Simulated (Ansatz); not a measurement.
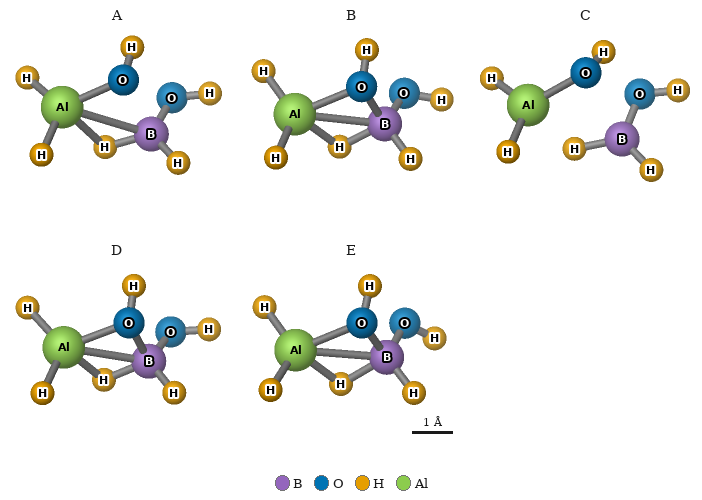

5 geometries from one relaxation of AlBH$_{6}$O$_{2}$, in shuffled order. The picture is a ball-and-stick view, seen at a tilt.

The run prepares an end point of a later path (reaction) calculation, from a guessed geometry.

These are results of RKS PBE0/6-31G* (Ansatz), not measurements. Settings: no spin polarisation; force threshold 0.03 eV/Å; at most 50 steps.

**Order the frames from highest to lowest energy.**

C, A, D, B, E. They are steps 0, 2, 4, 7, 17, at +18.0 kcal/mol, +13.6 kcal/mol, +5.40 kcal/mol, +1.22 kcal/mol relative to the last. The energy falls by 18.0 kcal/mol in 15 accepted moves (17 points after the start). The largest force component goes from 1 to 0.029 eV/Å. The line search rejected the trial steps at points 9, 12 of the run. The largest move after the best rigid fit is that of an H atom, 0.65 Å. Largest moves by element: H 0.65 Å, B 0.59 Å, O 0.52 Å, Al 0.35 Å. Some distances before and after: B–O 2.599 → 1.536 Å, Al–B 2.789 → 2.361 Å, Al–H 2.107 → 1.729 Å, B–H 1.226 → 1.390 Å. New bonds form, among them: Al–H (2.11 → 1.73 Å), B–O (2.60 → 1.54 Å). Among the angles between lasting bonds that change: H–B–H 121.5° → 102.5°, O–Al–H 120.1° → 110.2°, O–B–H 114.9° → 110.4°. Groups turn about Al–O by about 45°. The run took 53 s on 1 thread of Arm Neoverse V2, on a shared host, peak memory 0.14 GiB.
